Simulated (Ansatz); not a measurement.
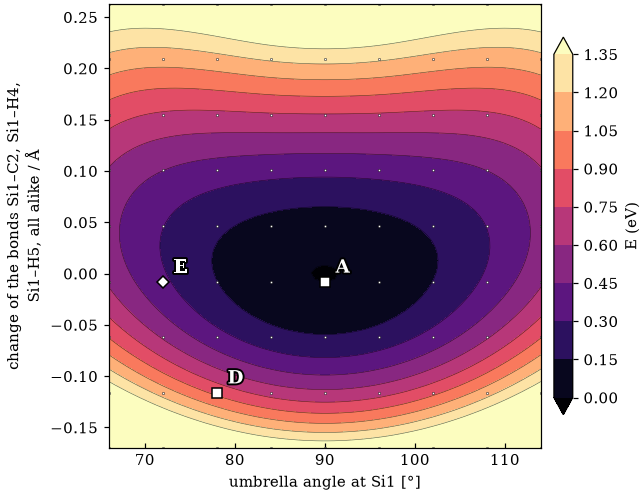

CH2ClSi, SMILES [SiH2]=[C]Cl, spin multiplicity 2. 
- Coordinates scanned: (1) umbrella angle at Si1 (between each of its bonds and their common axis; 90 is planar); (2) change of the bonds Si1–C2, Si1–H4, Si1–H5, all alike.
- Nothing is relaxed (all other coordinates rigid).
- Grid: 9 × 9 points; 45 points were computed and 36 follow by symmetry.
- Points are written as (first, second).
- Energies are in eV, from the lowest grid point.
- In part of the range the unrestricted reference is strongly spin-contaminated.
- All numbers below come from UKS wB97X-V/def2-SVP in Ansatz.

The picture shows filled contours, dots at the grid points, one colour for all values above the top of the scale, lettered points. Between grid points the surface is interpolated.

### Is A the lowest point of the computed grid?

Yes. A, at (90°, −0.008 Å), has the lowest energy of the grid.

### Rank the lettered points by energy, lowest first.

A (0.00 eV), E (0.33 eV), D (0.86 eV).

### What kind of point is each of A, D, E: minimum, saddle, maximum or slope?

A: minimum; D: on a slope; E: on a slope. (In these two coordinates alone; a stationary point may lie a little off the grid point.)
